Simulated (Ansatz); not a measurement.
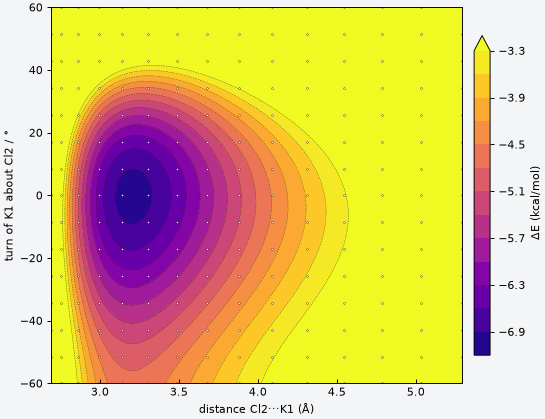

ClHK, charge +1. 
- The turn is about an axis along (0.88, 0.47, 0.00) in the frame of the relaxed pair, normal to the line between the partners.
- Coordinates scanned: (1) distance Cl2···K1; (2) turn of K1 about Cl2.
- Grid: 15 × 15 points.
- Points are written as (first, second).
- Energies are in kcal/mol, from the ion and the molecule far apart, frozen as in the relaxed pair, each in its own basis (no counterpoise correction).
- These are results of RHF-MP2, frozen core/def2-TZVPD in Ansatz 0.2.0, not measurements.

Drawn: filled contours, dots at the grid points, one colour for all values above the top of the scale. Between grid points the surface is interpolated.

> Estimate the position of the minimum and the force constants in these coordinates.

The interpolated minimum is at distance Cl2···K1 ≈ 3.205 Å, turn of K1 about Cl2 ≈ 0.0°. The curvatures there are about 0.88 eV/Å² and 0.49 eV/rad², with a cross term of about −0.03 eV/(Å·rad). Round the minimum the two coordinates are nearly uncoupled. (1 eV is 23.1 kcal/mol.)
